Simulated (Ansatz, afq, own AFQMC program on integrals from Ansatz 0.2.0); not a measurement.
# SiGeH₃ (doublet): quantum Monte Carlo beside coupled cluster at twist about Si1–Ge2 = 45.6°, cc-pVDZ

Aim: compute SiGeH₃ (doublet) with auxiliary-field quantum Monte Carlo on the same integrals as coupled cluster, and set the energies side by side.

Method: cc-pVDZ, frozen cores; program: Ansatz 0.2.0, Gaussian basis, and an in-house AFQMC program (afq) on its integrals; all values are calculated.

The runs, in order: PBE (unrestricted); r2SCAN (unrestricted); PBE0 (unrestricted); B3LYP (unrestricted); wB97M-V (unrestricted); B2PLYP (unrestricted); CCSD(T) on UHF; Phaseless AFQMC, CISD trial on UHF.

1 further run of the same task is left out (it didn't finish).

## 1. The system

The geometry derives from a PBE0/def2-TZVP stationary point (not a proven minimum). One half is turned about the bond named; the halves are rigid. No spin-orbit coupling is included. The filled d shell of Ge may be among the frozen orbitals whatever the setting's name suggests; the logs give the count.

5 atoms, charge 0, spin multiplicity 2.

Atoms are counted from 1 here; the program's logs count them from 0.

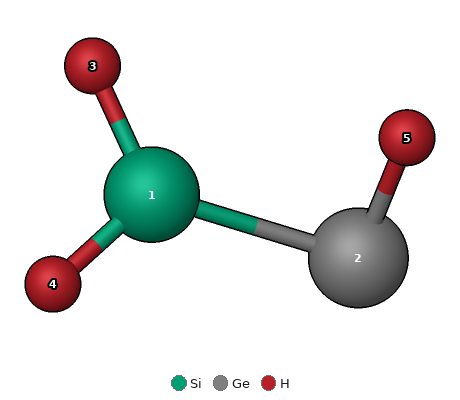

The structure; silicon teal, germanium grey, hydrogen red; atoms are numbered from 1 in the order of the file.

Coordinates:

```xyz
5
charge 0, multiplicity 2
Si   -0.0111    0.0227    1.6515
Ge   -0.0111   -0.0237   -0.7003
H    -0.0111    1.1904    2.5805
H    -0.0111   -1.2047    2.4991
H     1.1267    1.0920   -0.6277
```

## 2. PBE (unrestricted)

in.yaml reads:

```yaml
crystal:
  periodic: [false, false, false]
  atoms:
    - {symbol: Si, position_ang: [-0.011053, 0.022701, 1.651515]}
    - {symbol: Ge, position_ang: [-0.011053, -0.023731, -0.700316]}
    - {symbol: H, position_ang: [-0.011053, 1.190363, 2.580548]}
    - {symbol: H, position_ang: [-0.011053, -1.204747, 2.499131]}
    - {symbol: H, position_ang: [1.126659, 1.092049, -0.627714]}
basis:
  gaussian: {orbitals: cc-pVDZ}
magnetization: {spin_polarized: true, initial_magnetization: 1}
hamiltonian: {xc: {name: PBE}}
output: {orbitals: {seedname: orbitals}}
```

On the command line:

```
ansatz run in.yaml --threads 1 --pin off --events-out ev --progress --plain --max-ram 1382MiB
```

Output:

```text
Functional definition: PBE
  name "PBE"
  cite "Perdew, Burke & Ernzerhof, Phys. Rev. Lett. 77, 3865 (1996) doi:10.1103/PhysRevLett.77.3865"
  parent pbe
  parameter kappa = 0.804
  parameter beta = 0.06672455060314922
  exchange = pbe_x(kappa = kappa, mu = beta*pi^2/3)
  correlation = pbe_c(beta = beta)
787 factors; their error is unknown
mean field evaluation 1: about -64428.1043 eV, gradient 9.1e0 eV
mean field evaluation 2: about -64428.2564 eV, gradient 7.8e0 eV
mean field evaluation 4: about -64428.8445 eV, gradient 1.4e0 eV
mean field evaluation 8: about -64428.8542 eV, gradient 3.4e-2 eV
mean field evaluation 16: about -64428.8543 eV, gradient 4.9e-5 eV
mean field -64428.85426120 eV, -2367.7167226532 hartree, gradient 4.9e-5 eV, S^2 0.759122; 1 other end points of the search recorded, 0 dependent functions left out
reference -64428.85429524 eV, -2367.7167239039 hartree; 25, 24 occupied and 35, 36 virtual orbitals, 787 factors
Total energy: -64428.85429524 eV, -2367.7167239039 hartree
```

Run time: 2.7 s. Hardware: 1 thread of Arm Neoverse V1, shared host.

From the report: ⟨S²⟩ of the determinant 0.759 (pure doublet: 0.75).

## 3. r2SCAN (unrestricted)

Changes to in.yaml since step 2:

```diff
@@ -11,3 +11,2 @@
 magnetization: {spin_polarized: true, initial_magnetization: 1}
-hamiltonian: {xc: {name: PBE}}
-output: {orbitals: {seedname: orbitals}}
+hamiltonian: {xc: {name: r2SCAN}}
```

Launched as before.

Output:

```text
Functional definition: r2SCAN
  name "r2SCAN"
  cite "Furness, Kaplan, Ning, Perdew & Sun, J. Phys. Chem. Lett. 11, 8208 (2020) doi:10.1021/acs.jpclett.0c02405"
  cite "Furness, Kaplan, Ning, Perdew & Sun, J. Phys. Chem. Lett. 11, 9248 (2020) doi:10.1021/acs.jpclett.0c03077"
  parent r2scan
  parameter k0 = 0.174
  parameter k1 = 0.065
  parameter a1 = 4.9479
  exchange = r2scan_x(k0 = k0, k1 = k1, a1 = a1)
  correlation = r2scan_c
787 factors; their error is unknown
mean field evaluation 1: about -64440.0108 eV, gradient 6.9e0 eV
mean field evaluation 2: about -64440.3101 eV, gradient 4.0e0 eV
mean field evaluation 4: about -64440.4634 eV, gradient 9.4e-1 eV
mean field evaluation 8: about -64440.4752 eV, gradient 5.9e-2 eV
mean field evaluation 16: about -64440.4656 eV, gradient 4.2e-4 eV
mean field -64440.46561000 eV, -2368.1434318512 hartree, gradient 2.7e-5 eV, S^2 0.775849; 0 other end points of the search recorded, 0 dependent functions left out
reference -64440.46562104 eV, -2368.1434322567 hartree; 25, 24 occupied and 35, 36 virtual orbitals, 787 factors
Total energy: -64440.46562104 eV, -2368.1434322567 hartree
```

It took 7.5 s on 1 thread of Arm Neoverse V1, shared host.

From the report: ⟨S²⟩ of the determinant 0.776 (pure doublet: 0.75).

## 4. PBE0 (unrestricted)

Changes to in.yaml since step 3:

```diff
@@ -11,2 +11,3 @@
 magnetization: {spin_polarized: true, initial_magnetization: 1}
-hamiltonian: {xc: {name: r2SCAN}}
+hamiltonian: {xc: {name: PBE0}}
+output: {orbitals: {seedname: orbitals}}
```

The command is unchanged.

Output:

```text
Functional definition: PBE0
  name "PBE0"
  cite "Adamo & Barone, J. Chem. Phys. 110, 6158 (1999) doi:10.1063/1.478522"
  cite "Perdew, Burke & Ernzerhof, Phys. Rev. Lett. 77, 3865 (1996) doi:10.1103/PhysRevLett.77.3865"
  parent pbe
  parameter a = 0.25
  parameter kappa = 0.804
  parameter beta = 0.06672455060314922
  exchange = (1 - a)*pbe_x(kappa = kappa, mu = beta*pi^2/3) + a*exact_x
  correlation = pbe_c(beta = beta)
640 factors; integrals over basis functions are off by at most 1.4e-3 eV
mean field evaluation 1: about -64430.7439 eV, gradient 5.6e0 eV
mean field evaluation 2: about -64430.9413 eV, gradient 3.0e0 eV
mean field evaluation 4: about -64431.0322 eV, gradient 3.9e-1 eV
mean field evaluation 8: about -64431.0665 eV, gradient 8.4e-2 eV
mean field evaluation 16: about -64431.0670 eV, gradient 8.0e-4 eV
mean field -64431.06697826 eV, -2367.7980385053 hartree, gradient 4.4e-5 eV, S^2 0.769213; 2 other end points of the search recorded, 0 dependent functions left out
reference -64431.06700388 eV, -2367.7980394468 hartree; 25, 24 occupied and 35, 36 virtual orbitals, 640 factors
Total energy: -64431.06700388 eV, -2367.7980394468 hartree
```

It took 4.2 s on 1 thread of Arm Neoverse V1, shared host.

From the report: ⟨S²⟩ of the determinant 0.769 (pure doublet: 0.75).

## 5. B3LYP (unrestricted)

Changes to in.yaml since step 4:

```diff
@@ -11,3 +11,2 @@
 magnetization: {spin_polarized: true, initial_magnetization: 1}
-hamiltonian: {xc: {name: PBE0}}
-output: {orbitals: {seedname: orbitals}}
+hamiltonian: {xc: {name: B3LYP}}
```

Launched as before.

Output:

```text
Functional definition: B3LYP
  name "B3LYP"
  cite "Stephens, Devlin, Chabalowski & Frisch, J. Phys. Chem. 98, 11623 (1994) doi:10.1021/j100096a001"
  cite "Becke, Phys. Rev. A 38, 3098 (1988) doi:10.1103/PhysRevA.38.3098"
  cite "Lee, Yang & Parr, Phys. Rev. B 37, 785 (1988) doi:10.1103/PhysRevB.37.785"
  cite "Vosko, Wilk & Nusair, Can. J. Phys. 58, 1200 (1980) doi:10.1139/p80-159"
  parameter a0 = 0.2
  parameter ax = 0.72
  parameter ac = 0.81
  exchange = (1 - a0 - ax)*slater_x + ax*b88_x + a0*exact_x
  correlation = (1 - ac)*vwn_rpa_c + ac*lyp_c
640 factors; integrals over basis functions are off by at most 1.4e-3 eV
mean field evaluation 1: about -64443.0632 eV, gradient 6.8e0 eV
mean field evaluation 2: about -64443.3431 eV, gradient 3.7e0 eV
mean field evaluation 4: about -64443.4794 eV, gradient 5.0e-1 eV
mean field evaluation 8: about -64443.5065 eV, gradient 6.3e-2 eV
mean field evaluation 16: about -64443.5067 eV, gradient 3.3e-4 eV
mean field -64443.50666394 eV, -2368.2551885220 hartree, gradient 4.8e-5 eV, S^2 0.760428; 0 other end points of the search recorded, 0 dependent functions left out
reference -64443.50689410 eV, -2368.2551969802 hartree; 25, 24 occupied and 35, 36 virtual orbitals, 640 factors
Total energy: -64443.50689410 eV, -2368.2551969802 hartree
```

Run time: 3.5 s. Hardware: 1 thread of Arm Neoverse V1, shared host.

From the report: ⟨S²⟩ of the determinant 0.760 (pure doublet: 0.75).

## 6. wB97M-V (unrestricted)

Changes to in.yaml since step 5:

```diff
@@ -11,2 +11,3 @@
 magnetization: {spin_polarized: true, initial_magnetization: 1}
-hamiltonian: {xc: {name: B3LYP}}
+hamiltonian: {xc: {name: wB97M-V}}
+output: {orbitals: {seedname: orbitals}}
```

Same command.

Output:

```text
Functional definition: wB97M-V
  name "wB97M-V"
  cite "Mardirossian & Head-Gordon, J. Chem. Phys. 144, 214110 (2016) doi:10.1063/1.4952647"
  cite "Becke, J. Chem. Phys. 107, 8554 (1997) doi:10.1063/1.475007"
  cite "Vydrov & Van Voorhis, J. Chem. Phys. 133, 244103 (2010) doi:10.1063/1.3521275"
  # Of w^i u^j: cxij and so on, Table III.
  parameter omega = 0.3/bohr
  parameter cx = 0.15
  parameter cx01 = 1.007
  parameter cx10 = 0.259
  parameter css00 = 0.443
  parameter css04 = -1.437
  parameter css10 = -4.535
  parameter css20 = -3.390
  parameter css43 = 4.278
  parameter cos00 = 1.000
  parameter cos10 = 1.358
  parameter cos20 = 2.924
  parameter cos21 = -8.812
  parameter cos60 = -1.390
  parameter cos61 = 9.142
  parameter b = 6.0
  parameter c = 0.01
  gx(w, u) = 1 - cx + cx01*u + cx10*w
  gss(w, u) = css00 + css04*u^4 + css10*w + css20*w^2 + css43*w^4*u^3
  gos(w, u) = cos00 + cos10*w + (cos20 + cos21*u)*w^2 + (cos60 + cos61*u)*w^6
  exchange = spin_sum(e_x_unif_sr(omega)*gx(b97_w, b97_u_x)) + cx*exact_x_sr(omega) + exact_x_lr(omega)
  correlation = spin_sum(e_c_pw_mod_same_spin*gss(b97_w, b97_u_same))
      + integral(e_c_pw_mod_opposite_spin*gos(b97_w_opposite, b97_u_opposite)) + vv10(b, c)
640 factors; integrals over basis functions are off by at most 1.4e-3 eV
204 factors; integrals over basis functions are off by at most 6.4e-6 eV
mean field evaluation 1: about -64437.2172 eV, gradient 4.6e0 eV
mean field evaluation 2: about -64437.4179 eV, gradient 1.3e0 eV
mean field evaluation 4: about -64437.4643 eV, gradient 5.8e-1 eV
mean field evaluation 8: about -64437.4764 eV, gradient 7.2e-2 eV
mean field evaluation 16: about -64437.4769 eV, gradient 1.0e-3 eV
mean field -64437.47694600 eV, -2368.0336004750 hartree, gradient 7.3e-5 eV, S^2 0.763143; 0 other end points of the search recorded, 0 dependent functions left out
reference -64437.47698243 eV, -2368.0336018135 hartree; 25, 24 occupied and 35, 36 virtual orbitals, 640 factors
Total energy: -64437.47698243 eV, -2368.0336018135 hartree
```

Wall time 17 s (1 thread of Arm Neoverse V1, shared host); peak memory 0.27 GiB.

From the report: ⟨S²⟩ of the determinant 0.763 (pure doublet: 0.75).

## 7. B2PLYP (unrestricted)

Changes to in.yaml since step 6:

```diff
@@ -11,3 +11,3 @@
 magnetization: {spin_polarized: true, initial_magnetization: 1}
-hamiltonian: {xc: {name: wB97M-V}}
-output: {orbitals: {seedname: orbitals}}
+hamiltonian: {xc: {name: B2PLYP}}
+correlation: {electrons: outside_noble_gas}
```

Launched as before.

Output:

```text
Functional definition: B2PLYP
  name "B2PLYP"
  cite "Grimme, J. Chem. Phys. 124, 034108 (2006) doi:10.1063/1.2148954"
  cite "Becke, Phys. Rev. A 38, 3098 (1988) doi:10.1103/PhysRevA.38.3098"
  cite "Lee, Yang & Parr, Phys. Rev. B 37, 785 (1988) doi:10.1103/PhysRevB.37.785"
  parameter a = 0.53
  parameter c = 0.27
  exchange = (1 - a)*b88_x + a*exact_x
  correlation = (1 - c)*lyp_c + c*(mp2_os + mp2_ss)
640 factors; integrals over basis functions are off by at most 1.4e-3 eV
mean field evaluation 1: about -64424.6669 eV, gradient 4.5e0 eV
mean field evaluation 2: about -64424.6674 eV, gradient 4.5e0 eV
mean field evaluation 4: about -64424.9089 eV, gradient 7.5e-1 eV
mean field evaluation 8: about -64424.9246 eV, gradient 1.0e-1 eV
mean field evaluation 16: about -64424.9258 eV, gradient 8.5e-4 eV
mean field -64424.92579862 eV, -2367.5723543162 hartree, gradient 8.7e-6 eV, S^2 0.780023; 2 other end points of the search recorded, 0 dependent functions left out
19 core orbitals not correlated: weight in the atoms' cores, before any rotation towards them, 0.999 or more for the frozen orbitals, at most 0.000 for the correlated occupied ones
reference -64424.92594514 eV, -2367.5723597006 hartree; 6, 5 occupied and 35, 36 virtual orbitals, 640 factors
second order -5.89031907 eV of doubles, -0.00000000 eV of singles
Total energy: -64426.51633129 eV, -2367.6308053136 hartree
```

It took 4.3 s on 1 thread of Arm Neoverse V1, shared host.

From the report: ⟨S²⟩ of the determinant 0.780 (pure doublet: 0.75).

## 8. CCSD(T) on UHF

Changes to in.yaml since step 7:

```diff
@@ -11,3 +11,2 @@
 magnetization: {spin_polarized: true, initial_magnetization: 1}
-hamiltonian: {xc: {name: B2PLYP}}
-correlation: {electrons: outside_noble_gas}
+correlation: {method: ccsd_t, electrons: outside_noble_gas, hamiltonian_folder: ham}
```

The command is unchanged.

Output:

```text
Functional definition: HF
  name "HF"
  cite "Fock, Z. Phys. 61, 126 (1930) doi:10.1007/BF01340294"
  parent pbe
  exchange = exact_x
  correlation = 0
640 factors; integrals over basis functions are off by at most 1.4e-3 eV
mean field evaluation 1: about -64379.5919 eV, gradient 7.1e0 eV
mean field evaluation 2: about -64379.5962 eV, gradient 7.1e0 eV
mean field evaluation 4: about -64380.3480 eV, gradient 8.3e-1 eV
mean field evaluation 8: about -64380.4228 eV, gradient 2.2e-1 eV
mean field evaluation 16: about -64379.5919 eV, gradient 7.1e0 eV
mean field evaluation 32: about -64378.4042 eV, gradient 3.4e0 eV
mean field evaluation 64: about -64378.1713 eV, gradient 4.0e-1 eV
mean field -64380.43249554 eV, -2365.9372555866 hartree, gradient 2.2e-6 eV, S^2 0.906632; 3 other end points of the search recorded, 0 dependent functions left out
determinant -64380.43249554 eV, -2365.9372555866 hartree, with singles and doubles -64386.07960842 eV, -2366.1447831574 hartree
determinant -64378.88846856 eV, -2365.8805136415 hartree, with singles and doubles -64384.35376406 eV, -2366.0813595467 hartree
19 core orbitals not correlated: weight in the atoms' cores, before any rotation towards them, 1.000 or more for the frozen orbitals, at most 0.000 for the correlated occupied ones
reference -64380.43249554 eV, -2365.9372555866 hartree; 6, 5 occupied and 35, 36 virtual orbitals, 640 factors
second order -4.46066353 eV of doubles, -0.00000000 eV of singles
cycle   1  -5.64826379 eV  change   -1.2e-3 eV  update   2.9e-3
cycle   2  -5.64959911 eV  change   -1.3e-3 eV  update   2.1e-3
cycle   3  -5.64984969 eV  change   -2.5e-4 eV  update   1.1e-3
cycle   4  -5.64981280 eV  change    3.7e-5 eV  update   6.1e-4
cycle   5  -5.65083161 eV  change   -1.0e-3 eV  update   2.6e-4
cycle   6  -5.65123676 eV  change   -4.1e-4 eV  update   1.1e-4
cycle   7  -5.65125139 eV  change   -1.5e-5 eV  update   5.9e-5
cycle   8  -5.65120749 eV  change    4.4e-5 eV  update   3.4e-5
cycle   9  -5.65119892 eV  change    8.6e-6 eV  update   2.3e-5
cycle  10  -5.65120864 eV  change   -9.7e-6 eV  update   1.4e-5
cycle  11  -5.65120946 eV  change   -8.2e-7 eV  update   7.4e-6
perturbative correction -0.18844530 eV, -0.0069252370 hartree
Total energy: -64386.27215030 eV, -2366.1518589406 hartree
```

It took 7 s on 1 thread of Arm Neoverse V1, shared host.

From the report: ⟨S²⟩ of the determinant 0.907 (pure doublet: 0.75); correlation -5.8397 eV; T1 0.042; largest double amplitude 0.05.

This run also writes the integrals to the folder ham.

## 9. Phaseless AFQMC, CISD trial on UHF

It reads the integrals that the CCSD(T) run on this determinant wrote.

On the command line:

```
afq ham --method phaseless --trial cisd --walkers 60 --populations 1 --least-time 40 --time-step 0.005 --steps-per-block 50 --equilibration-blocks 28 --max-blocks 300 --target-error 0.0004 --factor-cut 1e-05 --start spin_pure --seed 9751 --release-times 0.24,0.51,0.99,1.62,2.4 --release-step 0.03 --release-every 4 --taylor-order 6
```

Output:

```text
orbitals 41  electrons 6 5  factors 325 of 640
reference energy -2365.93725559 Eh
CCSD correlation -0.20767777 Eh in 16 cycles, weight of the determinant in the CISD state 0.8305
energy of the start -2366.137139 Eh
 block  time / (1/Eh)  mean weight  energy / Eh
     1     0.250  0.9993  -2366.137121
     2     0.500  0.9991  -2366.139326
     3     0.750  0.9982  -2366.142144
     4     1.000  0.9993  -2366.143186
     5     1.250  0.9997  -2366.145398
     6     1.500  0.9968  -2366.147376
     7     1.750  0.9984  -2366.143470
     8     2.000  0.9994  -2366.146298
     9     2.250  1.0009  -2366.147540
    10     2.500  1.0012  -2366.148674
    17     4.250  1.0009  -2366.152742
    25     6.250  1.0014  -2366.156721
    33     8.250  0.9998  -2366.157991
    41    10.250  0.9998  -2366.146887
    49    12.250  0.9995  -2366.153563
    57    14.250  0.9999  -2366.153976
    65    16.250  1.0017  -2366.151305
    73    18.250  1.0013  -2366.155343
    81    20.250  0.9990  -2366.157794
    89    22.250  0.9999  -2366.156458
    97    24.250  1.0010  -2366.163662
   105    26.250  1.0010  -2366.150594
   113    28.250  0.9994  -2366.170036
   121    30.250  1.0018  -2366.153438
   129    32.250  1.0001  -2366.149438
   137    34.250  0.9998  -2366.152547
   145    36.250  1.0012  -2366.153053
   153    38.250  0.9999  -2366.157848
   161    40.250  1.0019  -2366.155494
   169    42.250  0.9983  -2366.151479
   177    44.250  0.9989  -2366.150573
   185    46.250  1.0013  -2366.149089
   193    48.250  1.0023  -2366.163841
   201    50.250  1.0012  -2366.150251
   209    52.250  1.0006  -2366.160213
   217    54.250  0.9997  -2366.152191
   225    56.250  1.0001  -2366.150983
   233    58.250  0.9990  -2366.152609
   241    60.250  1.0005  -2366.155115
   249    62.250  1.0018  -2366.154175
   257    64.250  1.0018  -2366.149256
   265    66.250  0.9974  -2366.149269
   273    68.250  0.9976  -2366.153386
   281    70.250  1.0003  -2366.150819
   289    72.250  1.0000  -2366.153142
   297    74.250  1.0004  -2366.148090
   305    76.250  1.0001  -2366.149876
   313    78.250  1.0007  -2366.149380
   321    80.250  0.9994  -2366.152251
blocks merged  error / Eh  count
     1  0.000247  300
     2  0.000320  150
     4  0.000404  75
     8  0.000482  37
    16  0.000588  18
    32  0.000513  9
released: time / (1/Eh)  energy / Eh  error  mean overlap
  0.24  -2366.153886  0.000462  0.9930
  0.51  -2366.154203  0.000357  0.9863
  0.99  -2366.153690  0.000354  0.9899
  1.62  -2366.154293  0.000424  0.9774
  2.40  -2366.154113  0.000661  0.9963
energy -2366.153565 +/- 0.000588 Eh
```

It took 12 min on 1 thread of Arm Neoverse V1, shared host.

Energy -64386.3186 ± 0.0160 eV. Caveats: constraint bias not in the error.

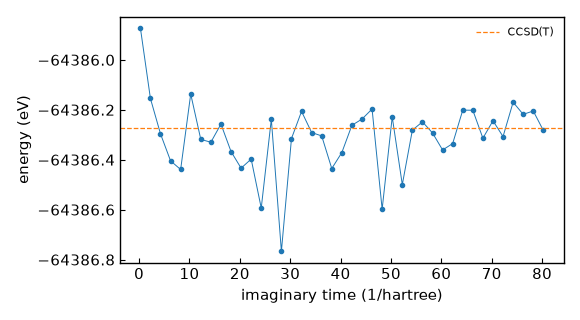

Block energies along the walk.

## 10. All levels side by side

On the UHF determinant, counted from CCSD(T) (a yardstick, not exact):

```
                                              level  energy (eV)  from CCSD(T) (kJ/mol)  statistical error (kJ/mol)    time
                                                 HF  -64380.4325                 +563.4                                    
                                                MP2  -64384.8932                 +133.1                                    
                                               CCSD  -64386.0837                  +18.2                                    
                                            CCSD(T)  -64386.2722                    0.0                                    
Phaseless AFQMC, CISD trial, step 0.005, 60 walkers  -64386.3186                   -4.5                         1.5  12 min
```

The functionals' totals stand on their own zeros and serve differences with other points: PBE -64428.854 eV; r2SCAN -64440.466 eV; PBE0 -64431.067 eV; B3LYP -64443.507 eV; wB97M-V -64437.477 eV; B2PLYP -64426.516 eV.

## 11. What came out

```
                                       quantity              value
Phaseless AFQMC, CISD trial on UHF from CCSD(T)  -4.5 ± 1.5 kJ/mol
```

What this shows: On UHF the phaseless walk with the CISD trial lies -4.5 kJ/mol from CCSD(T), within three error bars. Error bars are statistical and leave out the constraint, the time step and what remains of the start.
